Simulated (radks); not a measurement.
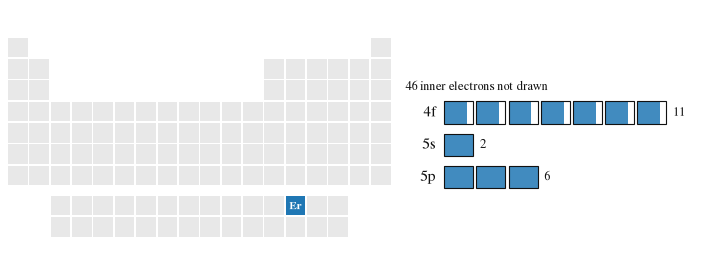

*Left, the place of erbium in the periodic table; right, the outer shells as the input fills them: a box for each of the 2l + 1 orbitals, shaded by the share of the shell that is filled, with the electron count at the right.*

**Er³⁺: atomic calculation**

System: the erbium ion Er³⁺ in the configuration [Xe] 4f11 (high spin).
Method: scalar-relativistic Kohn-Sham, PBEsol, spin-polarised, spherical densities, finite nucleus (the in-house radial solver radks).

## The input
```
Z 68
configuration [Xe] 4f11
relativity scalar-relativistic
functional pbe_sol,pbe_sol
spin polarised
nucleus finite rms 5.2516 fm
c 137.035999084
threshold 1e-13
max_iterations 86
```

Energies in input and log are in hartree, lengths in bohr (the nuclear radius in fm).

Hardware: 1 thread of Arm Neoverse N1, 69 GiB of memory available, shared host.

The run was one of a batch that the task file lists, launched with:
```bash
python <driver script> task.json out
```

## Log
```
1s      1   1.0000       -2108.38280890
2s      1   1.0000        -355.24466800
2p      1   3.0000        -314.42511092
3s      1   1.0000         -80.57799720
3p      1   3.0000         -68.15735306
3d      1   5.0000         -52.58211488
4s      1   1.0000         -16.91361163
4p      1   3.0000         -12.82241439
4d      1   5.0000          -7.33864493
4f      1   7.0000          -1.34409824
5s      1   1.0000          -3.03624392
5p      1   3.0000          -2.05246646
1s      2   1.0000       -2108.38281404
2s      2   1.0000        -355.24305309
2p      2   3.0000        -314.42393407
3s      2   1.0000         -80.52821058
3p      2   3.0000         -68.10769712
3d      2   5.0000         -52.54397851
4s      2   1.0000         -16.81135081
4p      2   3.0000         -12.72186804
4d      2   5.0000          -7.24009103
4f      2   4.0000          -1.25585550
5s      2   1.0000          -2.98952225
5p      2   3.0000          -2.01865458
Etot -13079.278817770808
Ekin 14176.42696502219
Encl -32023.527007455636
Eh 5040.283871465864
Exc -272.46264680322724
err 6.185130031005366e-13
it 25
```

## Outcome

- outcome: converged
- total energy: −13079.2788 hartree
- kinetic energy: 14176.4270 hartree
- electron–nucleus energy: −32023.5270 hartree
- Hartree energy: 5040.2839 hartree
- exchange–correlation energy: −272.462647 hartree
- radius at density 0.001 e/bohr³: 3.13 bohr
- SCF iterations: 25

## What is odd here

A numerical setting was moved from its usual value: convergence threshold tolx = 1e-13. The program ran to the end, and its total energy equals that of the same run with the usual input (−13079.27882 hartree) within 10⁻⁵ hartree, so the oddity leaves no trace in it.
